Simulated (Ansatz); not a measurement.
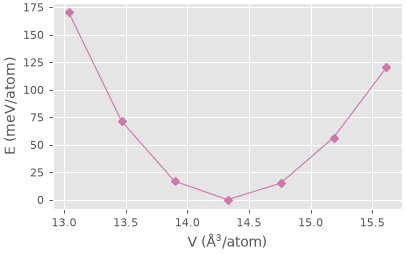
Fig. 1. Os (dhcp (α-La type), P6_3/mmc) under volume change, PBE in the plane-wave PAW code Ansatz, shape and atoms relaxed at each volume.

Task: What does a third-order Birch–Murnaghan fit give for V₀, B₀ and B′?

Result: V₀ = 14.33 Å³/atom, B₀ = 392 GPa, B′ = 4.8.

The cell is a constructed one: a structure type filled with these elements. Its sites differ from those of the usual phase in this space group: another stacking or structure type. The cell was relaxed with PBE under the symmetry of its start; of distortions, only those at the zone centre were tested. The run is not spin-polarised. Spin–orbit coupling is left out wherever it is not named.

Potentials: the later of the program's two PAW sets.
